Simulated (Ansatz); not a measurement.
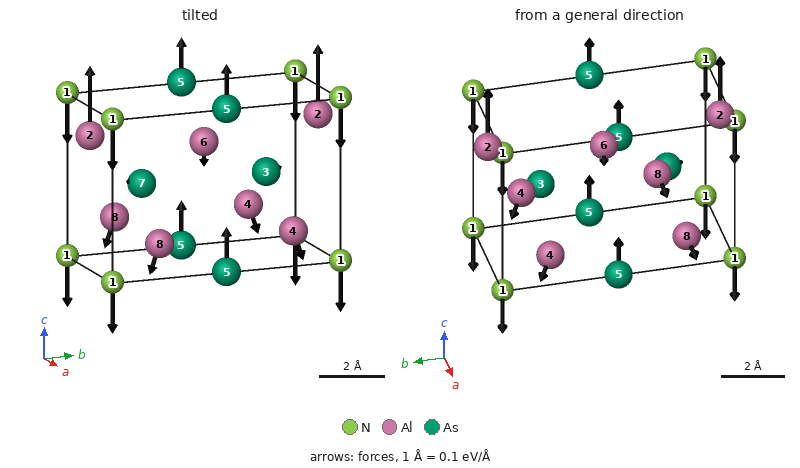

A spheres-only rendering, viewed slightly off an axis and from a general direction. Atoms at the boundary of the simulation cell (the box) are drawn once for each face, edge or corner they touch. The arrows are the computed forces on the atoms.

System: Al4As3N. Computational set-up: Ansatz, DFT, PBE, plane waves, PAW, a cutoff energy of 420 eV, an 8×4×6 sampling of the Brillouin zone, Fermi-Dirac smearing of 0.02 eV, no spin polarisation.

Question: Is this an equilibrium geometry?

Answer: No. The atoms still feel forces of up to about 0.18 eV/Å, above a usual threshold of 0.01 to 0.03 eV/Å.

Question: Where does the largest force act?

Answer: Al2, about 0.18 eV/Å.

The initial geometry was a structure type filled with these elements by a generator (whether the compound takes this form wasn't checked). Earlier steps of the study, as a rule a relaxation of our own, may have changed the cell and positions, so they can lie some per cent off the listed ones. A calculation with Ansatz used it as input.
